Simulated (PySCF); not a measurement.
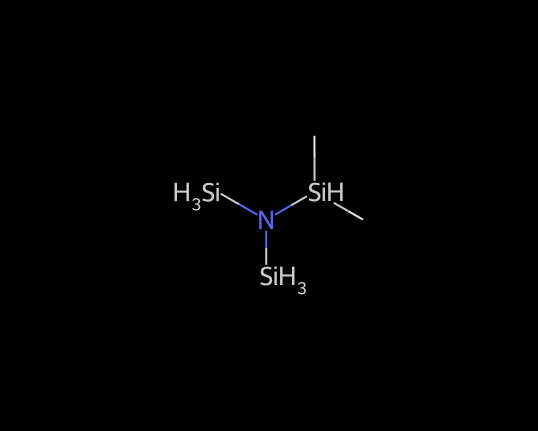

Computed geometry: GFN2-xTB optimisation. No frequency run is at hand to confirm it as a minimum. Method: PBE0/pcSseg-1, gas phase (PySCF 2.14.0).

What does the calculation give?

The species is C₂H₁₃NSi₃ (`C[SiH](C)N([SiH3])[SiH3]`).
- dipole moment: 0.67 D
- HOMO energy (Kohn–Sham orbital): −7.23 eV
- LUMO energy (Kohn–Sham orbital): 0.18 eV
- HOMO–LUMO gap: 7.41 eV

The geometry is semi-empirical. Around Si such bond lengths and angles can be off by a tenth of an ångström or more and by several degrees, and values that hang on the shape move with them.
